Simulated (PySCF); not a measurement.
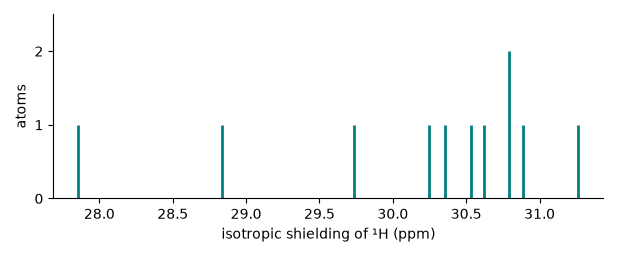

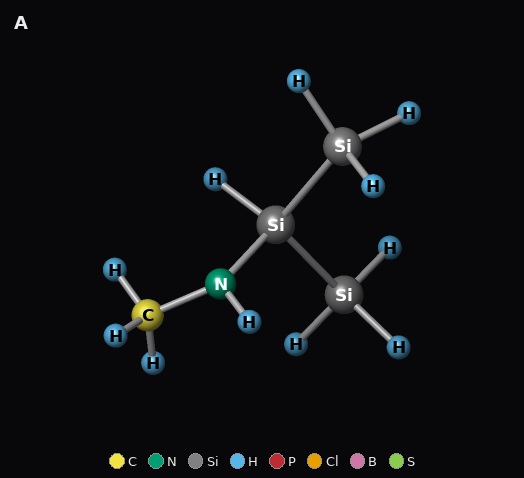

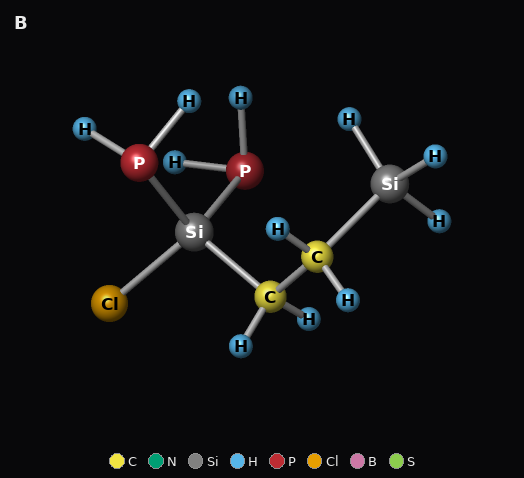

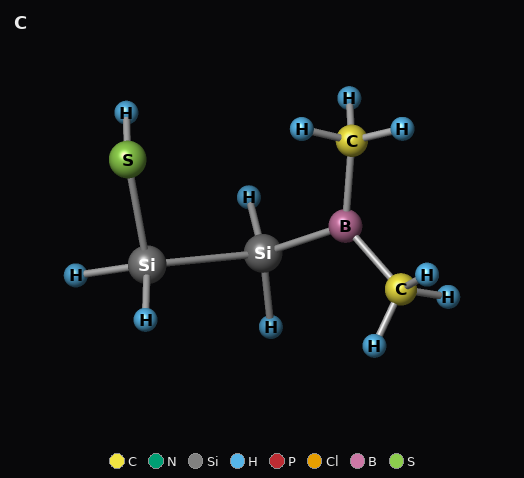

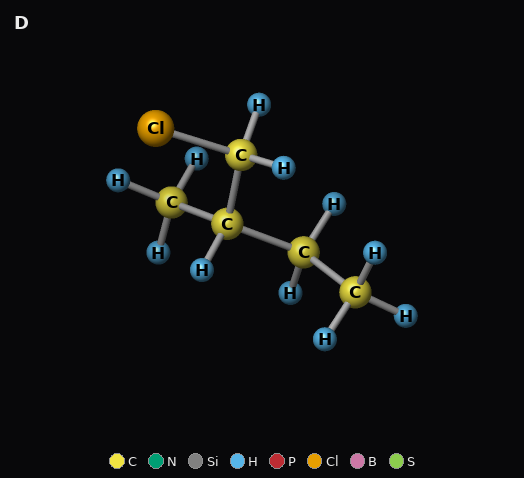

The sticks are computed shieldings of one of the molecules, for one fixed geometry (GFN2-xTB) without averaging over rotations. Low shielding means a high chemical shift. Method: GIAO PBE0/pcSseg-1 NMR shielding, non-relativistic, gas phase (PySCF 2.14.0).

Match the spectrum to a structure.

Answer. D, `CC[C@H](C)CCl`. Its 11 H atoms give lines at 27.86, 28.84, 29.73, 30.24, 30.36, 30.53, 30.62, 30.79 (2 atoms), 30.89, 31.26 ppm.

The geometry is semi-empirical. Around B, P, Si such bond lengths and angles can be off by a tenth of an ångström or more and by several degrees, and values that hang on the shape move with them.
